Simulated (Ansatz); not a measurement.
# linear Ti chain under tension and compression, part 2 of 3

Aim: how do moment and conductance of the linear Ti chain follow its length?

Ansatz 0.2.0; DFT LDA, plane waves, PAW; relaxation of a chain's period (the session's first sound run).

So far, absolute moment (μB): step 2 (the relaxed wire) 0.671.

## (3) At a set period, period over the relaxed period 0.88, k-mesh 1×1×43

This step: DFT LDA, plane waves, PAW; channels and complex bands of a perfect chain (Ansatz 0.2.0).

The period is set to 0.88 times the relaxed one: shorter bonds widen the bands.

The cell differs from the one that the last finished run ended in (c 2.126 → 1.871 Å).

The input, input.yaml:

```yaml
crystal:
  lattice:
    - [7.5, 0.0, 0.0]
    - [0.0, 7.5, 0.0]
    - [0.0, 0.0, 1.8711293619]
  atoms:
    - { symbol: Ti, position: [0.5, 0.5, 0.0], spin: 0.36 }
magnetization:
  spin_polarized: true
kpoints:
  mp_grid: { grid: [1, 1, 43] }
scf:
  occupations: { method: fermi_dirac, width: 0.05 }
hamiltonian:
  xc: lda
output:
  transmission:
    e_range: [-2, 2]
    de: 0.035
    kmesh: [1, 1]
    reduced_basis: true
    leads: [[0, 0]]
  stress: true
```

The run is started by

```
$ ansatz run input.yaml --threads 4 --pin off --max-ram 8192MiB --backend cpu --events-out ev --progress --plain --runs-dir out
```

Numbers of over 12 decimals in the logs are rounded to 6 here.

What it wrote:

```text
[...]
Crystal: 1 atoms, lattice volume = 105.251 Å³
Basis set: ecut = 420 eV, 2031 PW (Γ)
Bands: 11, of which v1, the nominal top of the filled ones, is band 6 counted from 1 (5 counted from 0)
Symmetry: 16 space group operations
[...]
k-points: 22 of 43
[...]
Starting moments: Σ|m| = 0.36 μB on 1 of 1 site
[...]
SCF iter   1: F=—  HF=-2441.586180 eV  |F-HF|=—  |Δ(HF+E_count)|=         —  Δρ=2.65e-2 (↑1.97e-2 ↓2.65e-2)  dr2=4.17e0  dr2_m=1.40e-2  M=0.235 μB ∫|m|=0.235 μB  β_m=0.30  ethr=3.10e-3  ⟨swp⟩=6.0  Hψ=3173  notcnv=0
[...]
SCF iter  13: F=-2446.180749 eV  HF=-2446.180749 eV  |F-HF|=9.09e-13  |Δ(HF+E_count)|=  2.27e-12  Δρ=1.50e-8 (↑1.48e-8 ↓1.50e-8)  dr2=1.02e-12  dr2_m=1.04e-14  M=-0.000 μB ∫|m|=0.000 μB  ethr=1.00e-12  ⟨swp⟩=3.5  Hψ=1815  notcnv=0
SCF 1 converged in 13 iterations: F = -2446.180749 eV  dr2 = 1.02e-12
[...]
WARN: the starting moments were not kept: the SCF closed with an absolute magnetisation of 8.9e-8 μB, where they sum to 0.36 μB in size (1 site). That is at most 0.1 of that sum. Measured as dr2_m measures the in/out step, that magnetisation stands 1.8e-15 eV from none, at or under the dr2_threshold of 1.0e-7 eV: it is no larger than a step whose dr2_m would equal this threshold. The system may hold no moment; this S [...]
transmission: 6 of 36 steps passed
transmission: 9 of 36 steps passed
[...]
transmission: 36 of 36 steps passed
SCF converged after 13 iterations
Magnetization: -0.0000 μB (6.0000 up, 6.0000 down)
Absolute magnetization: 0.0000 μB (∫|ρ↑−ρ↓|, with the PAW one-centre terms)
[...]
Per-site moments (μB) at R_I (Å): [(-3.4283140262035805e-8, 0.771841)]
Free energy (F): -2446.180749 eV
[...]
Internal energy: -2446.161003 eV  (E = F + TS)
E sigma→0 (E₀):  -2446.170876 eV
Entropy (-TS):   -0.019745 eV (-19.745 meV/atom)
Fermi energy:    -1.086250 eV
[...]
--- Stress (GPa, compression-positive) ---
       -0.440030       0.000000       0.000000
        0.000000      -0.440030       0.000000
        0.000000       0.000000       8.817899
  P = ⅓ Tr σ = 2.6459 GPa (26.459 kbar)
--- Band table (eV; the first three rows and the last of 44) ---
  k-point 0 ↑: bands = [... 2 lower, -33.9616, -28.8060, -3.6578, -2.3584, -1.4134, -1.3621, 0.3265, 0.3265, ... 1 higher]
  k-point 1 ↑: bands = [... 2 lower, -33.9541, -28.8640, -3.6154, -2.3026, -1.3977, -1.3466, 0.3384, 0.3384, ... 1 higher]
  k-point 2 ↑: bands = [... 2 lower, -33.9319, -29.0354, -3.4952, -2.1309, -1.3505, -1.3003, 0.3728, 0.3728, ... 1 higher]
  k-point 21 ↓: bands = [... 2 lower, -32.3963, -32.3963, -3.8941, -3.8941, 2.3083, 2.3085, 4.7376, 7.4257, ... 1 higher]
--- Transmission ---
  basis      : 497 plane waves across, 3 finite elements along
  points     : 1, standing for a mesh of 1 x 1
  filling    : by the input's occupations and mesh, since the crystals that have channels conduct as metals do. If one of these is a semiconductor, that mesh has misplaced its level
  energies   : 115 from -2.000000 to 1.990000 eV about the Fermi level, 0.035000 eV apart; the leads are filled to 0.000000 eV, and channels, transmission and decay are at -0.005000 eV
  crystal 0  : Ti1, at the sites [0, 0], period 1.8711 Å: whole cells are its period
    offset         : up to 0.0000 Å between an atom of the period and one for which it stands
    filled         : 7.3 meV under the level at which it is neutral
    channels       : 6.000000e0 up, 6.000000e0 down
    conductance    : 8.2646e14 S/m² at 300 K; may be off by some 0.0 % by where its bands' edges are placed, 0.0 % from the distance to neutral
```

Run time: 60 s. Hardware: 4 threads of AMD EPYC 7R43, shared host; peak memory 0.49 GiB; 1.9 min of CPU time.

Numbers from this step:

```yaml
energy_at_zero_smearing: -2446.1709 eV
channels_at_the_energy_nearest_the_fermi_level_spin_up: 6
channels_at_the_energy_nearest_the_fermi_level_spin_down: 6
conductance_of_the_lead_as_this_run_defines_it: 6.000 G₀
band_gap: 0 eV
```

Open channels of the lead against energy, zero at the Fermi level:

| energy (eV) | spin up | spin down |
| --- | --- | --- |
| -2.000 | 3 | 3 |
| -1.510 | 3 | 3 |
| -0.985 | 4 | 4 |
| -0.495 | 4 | 4 |
| -0.005 | 6 | 6 |
| 0.485 | 6 | 6 |
| 1.010 | 6 | 6 |
| 1.500 | 8 | 8 |

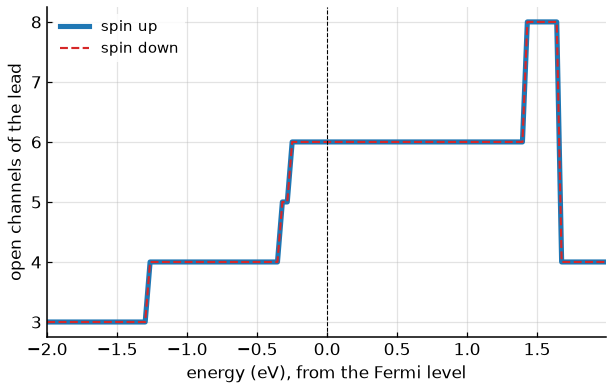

Open channels of the lead against energy.

At the computed energy nearest the Fermi level there are 6 spin-up and 6 spin-down channels, and the thermal average gives 6.00 G₀.

## (4) At a set period, period over the relaxed period 0.92, k-mesh 1×1×41

The period is set to 0.92 times the relaxed one: shorter bonds widen the bands.

The cell differs from the one that the last finished run ended in (c 1.871 → 1.956 Å).

input.yaml, as its differences from that of step 3:

```diff
@@ -4,3 +4,3 @@
     - [0.0, 7.5, 0.0]
-    - [0.0, 0.0, 1.8711293619]
+    - [0.0, 0.0, 1.9561806965]
   atoms:
@@ -10,3 +10,3 @@
 kpoints:
-  mp_grid: { grid: [1, 1, 43] }
+  mp_grid: { grid: [1, 1, 41] }
 scf:
```

What it wrote:

```text
[...]
Crystal: 1 atoms, lattice volume = 110.035 Å³
Basis set: ecut = 420 eV, 2119 PW (Γ)
Bands: 11, of which v1, the nominal top of the filled ones, is band 6 counted from 1 (5 counted from 0)
Symmetry: 16 space group operations
[...]
k-points: 21 of 41
[...]
Starting moments: Σ|m| = 0.36 μB on 1 of 1 site
[...]
--- Transmission ---
  basis      : 497 plane waves across, 3 finite elements along
  points     : 1, standing for a mesh of 1 x 1
[...]
crystal 0  : Ti1, at the sites [0, 0], period 1.9562 Å: whole cells are its period
[...]
filled         : 12.0 meV over the level at which it is neutral
    channels       : 6.000000e0 up, 6.000000e0 down
[...]
[key lines of the parts left out:]
SCF converged after 15 iterations
Magnetization: 0.0000 μB (6.0000 up, 6.0000 down)
Free energy (F): -2446.379286 eV
Fermi energy:    -1.124331 eV
P = ⅓ Tr σ = 1.3314 GPa (13.314 kbar)
```

The job ended after 58 s (4 threads; peak memory 0.5 GiB).

At the computed energy nearest the Fermi level there are 6 spin-up and 6 spin-down channels, and the thermal average gives 6.00 G₀.

## (5) The chain at a fixed length, period over the relaxed period 0.96, k-mesh 1×1×40

The period is set to 0.96 times the relaxed one: shorter bonds widen the bands.

The cell differs from the one that the last finished run ended in (c 1.956 → 2.041 Å).

input.yaml, as its differences from that of step 4:

```diff
@@ -4,3 +4,3 @@
     - [0.0, 7.5, 0.0]
-    - [0.0, 0.0, 1.9561806965]
+    - [0.0, 0.0, 2.0412320312]
   atoms:
@@ -10,3 +10,3 @@
 kpoints:
-  mp_grid: { grid: [1, 1, 41] }
+  mp_grid: { grid: [1, 1, 40] }
 scf:
```

What it wrote:

```text
[...]
Crystal: 1 atoms, lattice volume = 114.819 Å³
Basis set: ecut = 420 eV, 2239 PW (Γ)
Bands: 11, of which v1, the nominal top of the filled ones, is band 6 counted from 1 (5 counted from 0)
Symmetry: 16 space group operations
[...]
k-points: 21 of 40
[...]
Starting moments: Σ|m| = 0.36 μB on 1 of 1 site
[...]
--- Transmission ---
  basis      : 497 plane waves across, 3 finite elements along
  points     : 1, standing for a mesh of 1 x 1
[...]
crystal 0  : Ti1, at the sites [0, 0], period 2.0412 Å: whole cells are its period
[...]
filled         : 9.0 meV under the level at which it is neutral
    channels       : 6.000000e0 up, 4.000000e0 down
[...]
[key lines of the parts left out:]
SCF converged after 11 iterations
Magnetization: 0.7107 μB (6.3553 up, 5.6447 down)
Free energy (F): -2446.477400 eV
Fermi energy:    -1.159127 eV
P = ⅓ Tr σ = 0.4627 GPa (4.627 kbar)
```

It took 56 s on 4 threads; peak memory 0.51 GiB.

At the computed energy nearest the Fermi level there are 6 spin-up and 4 spin-down channels, and the thermal average gives 5.08 G₀.

Between step 3 and this run (period over the relaxed period 0.96 and k-mesh 1×1×40) the value for the conductance of the lead as this run defines it moves from 6.00 G₀ to 5.08 G₀ (-15 %).

## (6) At a set period, period over the relaxed period 1, k-mesh 1×1×38

The period is set to 1.0 times the relaxed one, as the point of reference.

input.yaml, as its differences from that of step 5:

```diff
@@ -4,3 +4,3 @@
     - [0.0, 7.5, 0.0]
-    - [0.0, 0.0, 2.0412320312]
+    - [0.0, 0.0, 2.1262833658]
   atoms:
@@ -10,3 +10,3 @@
 kpoints:
-  mp_grid: { grid: [1, 1, 40] }
+  mp_grid: { grid: [1, 1, 38] }
 scf:
```

What it wrote:

```text
[...]
Crystal: 1 atoms, lattice volume = 119.603 Å³
Basis set: ecut = 420 eV, 2351 PW (Γ)
Bands: 11, of which v1, the nominal top of the filled ones, is band 6 counted from 1 (5 counted from 0)
Symmetry: 16 space group operations
[...]
k-points: 20 of 38
[...]
Starting moments: Σ|m| = 0.36 μB on 1 of 1 site
[...]
--- Transmission ---
  basis      : 497 plane waves across, 3 finite elements along
  points     : 1, standing for a mesh of 1 x 1
[...]
crystal 0  : Ti1, at the sites [0, 0], period 2.1263 Å: whole cells are its period
[...]
filled         : 7.4 meV under the level at which it is neutral
    channels       : 6.000000e0 up, 4.000000e0 down
[...]
[key lines of the parts left out:]
SCF converged after 11 iterations
Magnetization: 0.7384 μB (6.3692 up, 5.6308 down)
Free energy (F): -2446.508001 eV
Fermi energy:    -1.212759 eV
P = ⅓ Tr σ = -0.2957 GPa (-2.957 kbar)
```

Elapsed: 50 s, on 4 threads; peak memory 0.51 GiB.

At the computed energy nearest the Fermi level there are 6 spin-up and 4 spin-down channels, and the thermal average gives 5.00 G₀.

For the conductance of the lead as this run defines it, step 3 gave 6.00 G₀; this run, with period over the relaxed period 1 and k-mesh 1×1×38, gives 5.00 G₀ (-17 %).

## (7) At a set period, period over the relaxed period 1.04, k-mesh 1×1×37

The period is set to 1.04 times the relaxed one: longer bonds narrow the bands.

The cell differs from the one that the last finished run ended in (c 2.126 → 2.211 Å).

input.yaml, as its differences from that of step 6:

```diff
@@ -4,3 +4,3 @@
     - [0.0, 7.5, 0.0]
-    - [0.0, 0.0, 2.1262833658]
+    - [0.0, 0.0, 2.2113347004]
   atoms:
@@ -10,3 +10,3 @@
 kpoints:
-  mp_grid: { grid: [1, 1, 38] }
+  mp_grid: { grid: [1, 1, 37] }
 scf:
```

What it wrote:

```text
[...]
Crystal: 1 atoms, lattice volume = 124.388 Å³
Basis set: ecut = 420 eV, 2463 PW (Γ)
Bands: 11, of which v1, the nominal top of the filled ones, is band 6 counted from 1 (5 counted from 0)
Symmetry: 16 space group operations
[...]
k-points: 19 of 37
[...]
Starting moments: Σ|m| = 0.36 μB on 1 of 1 site
[...]
--- Transmission ---
  basis      : 497 plane waves across, 3 finite elements along
  points     : 1, standing for a mesh of 1 x 1
[...]
crystal 0  : Ti1, at the sites [0, 0], period 2.2113 Å: whole cells are its period
[...]
filled         : 5.9 meV over the level at which it is neutral
    channels       : 6.000000e0 up, 4.000000e0 down
[...]
[key lines of the parts left out:]
SCF converged after 10 iterations
Magnetization: 0.7236 μB (6.3618 up, 5.6382 down)
Free energy (F): -2446.482891 eV
Fermi energy:    -1.289528 eV
P = ⅓ Tr σ = -0.8303 GPa (-8.303 kbar)
```

Run time: 46 s. Hardware: 4 threads; peak memory 0.5 GiB.

At the computed energy nearest the Fermi level there are 6 spin-up and 4 spin-down channels, and the thermal average gives 5.00 G₀. The change of length costs 0.025 eV a cell and leaves an absolute moment of 0.72 μB a cell.

Between step 3 and this run (period over the relaxed period 1.04 and k-mesh 1×1×37) the value for the conductance of the lead as this run defines it moves from 6.00 G₀ to 5.00 G₀ (-17 %).

## (8) The chain at a fixed length, period over the relaxed period 1.08, k-mesh 1×1×35

The period is set to 1.08 times the relaxed one: longer bonds narrow the bands.

The cell differs from the one that the last finished run ended in (c 2.211 → 2.296 Å).

input.yaml, as its differences from that of step 7:

```diff
@@ -4,3 +4,3 @@
     - [0.0, 7.5, 0.0]
-    - [0.0, 0.0, 2.2113347004]
+    - [0.0, 0.0, 2.2963860351]
   atoms:
@@ -10,3 +10,3 @@
 kpoints:
-  mp_grid: { grid: [1, 1, 37] }
+  mp_grid: { grid: [1, 1, 35] }
 scf:
```

What it wrote:

```text
[...]
Crystal: 1 atoms, lattice volume = 129.172 Å³
Basis set: ecut = 420 eV, 2527 PW (Γ)
Bands: 11, of which v1, the nominal top of the filled ones, is band 6 counted from 1 (5 counted from 0)
Symmetry: 16 space group operations
[...]
k-points: 18 of 35
[...]
Starting moments: Σ|m| = 0.36 μB on 1 of 1 site
[...]
--- Transmission ---
  basis      : 497 plane waves across, 3 finite elements along
  points     : 1, standing for a mesh of 1 x 1
[...]
crystal 0  : Ti1, at the sites [0, 0], period 2.2964 Å: whole cells are its period
[...]
filled         : 3.2 meV over the level at which it is neutral
    channels       : 6.000000e0 up, 4.000000e0 down
[...]
[key lines of the parts left out:]
SCF converged after 10 iterations
Magnetization: 0.7880 μB (6.3940 up, 5.6060 down)
Free energy (F): -2446.417615 eV
Fermi energy:    -1.357421 eV
P = ⅓ Tr σ = -1.1835 GPa (-11.835 kbar)
```

Wall time 51 s (4 threads); peak memory 0.64 GiB; 1.7 min of CPU time.

At the computed energy nearest the Fermi level there are 6 spin-up and 4 spin-down channels, and the thermal average gives 5.00 G₀. The change of length costs 0.093 eV a cell and leaves an absolute moment of 0.79 μB a cell.

For the conductance of the lead as this run defines it, step 3 gave 6.00 G₀; this run, with period over the relaxed period 1.08 and k-mesh 1×1×35, gives 5.00 G₀ (-17 %).

## (9) The chain at a fixed length, period over the relaxed period 1.13, k-mesh 1×1×34

The period is set to 1.13 times the relaxed one: longer bonds narrow the bands.

The cell differs from the one that the last finished run ended in (c 2.296 → 2.403 Å).

input.yaml, as its differences from that of step 8:

```diff
@@ -4,3 +4,3 @@
     - [0.0, 7.5, 0.0]
-    - [0.0, 0.0, 2.2963860351]
+    - [0.0, 0.0, 2.4027002033]
   atoms:
@@ -10,3 +10,3 @@
 kpoints:
-  mp_grid: { grid: [1, 1, 35] }
+  mp_grid: { grid: [1, 1, 34] }
 scf:
```

What it wrote:

```text
[...]
Crystal: 1 atoms, lattice volume = 135.152 Å³
Basis set: ecut = 420 eV, 2625 PW (Γ)
Bands: 11, of which v1, the nominal top of the filled ones, is band 6 counted from 1 (5 counted from 0)
Symmetry: 16 space group operations
[...]
k-points: 18 of 34
[...]
Starting moments: Σ|m| = 0.36 μB on 1 of 1 site
[...]
--- Transmission ---
  basis      : 497 plane waves across, 3 finite elements along
  points     : 1, standing for a mesh of 1 x 1
[...]
crystal 0  : Ti1, at the sites [0, 0], period 2.4027 Å: whole cells are its period
[...]
filled         : 6.8 meV over the level at which it is neutral
    channels       : 6.000000e0 up, 4.000000e0 down
[...]
[key lines of the parts left out:]
SCF converged after 10 iterations
Magnetization: 0.8933 μB (6.4467 up, 5.5533 down)
Free energy (F): -2446.299202 eV
Fermi energy:    -1.435933 eV
P = ⅓ Tr σ = -1.4671 GPa (-14.671 kbar)
```

Elapsed: 46 s, on 4 threads; peak memory 0.61 GiB; 95 s of CPU time.

At the computed energy nearest the Fermi level there are 6 spin-up and 4 spin-down channels, and the thermal average gives 5.00 G₀. The change of length costs 0.213 eV a cell and leaves an absolute moment of 0.89 μB a cell.

For the conductance of the lead as this run defines it, step 3 gave 6.00 G₀; this run, with period over the relaxed period 1.13 and k-mesh 1×1×34, gives 5.00 G₀ (-17 %).

## (10) At a set period, period over the relaxed period 1.2, k-mesh 1×1×32

The period is set to 1.2 times the relaxed one: longer bonds narrow the bands.

The cell differs from the one that the last finished run ended in (c 2.403 → 2.552 Å).

input.yaml, as its differences from that of step 9:

```diff
@@ -4,3 +4,3 @@
     - [0.0, 7.5, 0.0]
-    - [0.0, 0.0, 2.4027002033]
+    - [0.0, 0.0, 2.551540039]
   atoms:
@@ -10,3 +10,3 @@
 kpoints:
-  mp_grid: { grid: [1, 1, 34] }
+  mp_grid: { grid: [1, 1, 32] }
 scf:
```

What it wrote:

```text
[...]
Crystal: 1 atoms, lattice volume = 143.524 Å³
Basis set: ecut = 420 eV, 2817 PW (Γ)
Bands: 11, of which v1, the nominal top of the filled ones, is band 6 counted from 1 (5 counted from 0)
Symmetry: 16 space group operations
[...]
k-points: 17 of 32
[...]
Starting moments: Σ|m| = 0.36 μB on 1 of 1 site
[...]
--- Transmission ---
  basis      : 497 plane waves across, 4 finite elements along
  points     : 1, standing for a mesh of 1 x 1
[...]
crystal 0  : Ti1, at the sites [0, 0], period 2.5515 Å: whole cells are its period
[...]
filled         : 5.2 meV over the level at which it is neutral
    channels       : 6.000000e0 up, 4.000000e0 down
[...]
[key lines of the parts left out:]
SCF converged after 13 iterations
Magnetization: 1.5006 μB (6.7503 up, 5.2497 down)
Free energy (F): -2446.102722 eV
Fermi energy:    -1.541200 eV
P = ⅓ Tr σ = -1.4397 GPa (-14.397 kbar)
```

The job ended after 70 s (4 threads; peak memory 0.59 GiB; 2.5 min of CPU time).

At the computed energy nearest the Fermi level there are 6 spin-up and 4 spin-down channels, and the thermal average gives 5.00 G₀. The change of length costs 0.413 eV a cell and leaves an absolute moment of 1.50 μB a cell.

Between step 3 and this run (period over the relaxed period 1.2 and k-mesh 1×1×32) the value for the conductance of the lead as this run defines it moves from 6.00 G₀ to 5.00 G₀ (-17 %).

(Part 2 of 3 ends here.)

[Logs are printed without paths, hosts, clocks, repeated set-up lines and the standing remarks that a program may print on its own settings, such as how far it seeks lower states.]

[Hosts, paths, dates, database ids (printed as entryN), source tags and the programs' standing remarks are cut or masked in the printed files.]
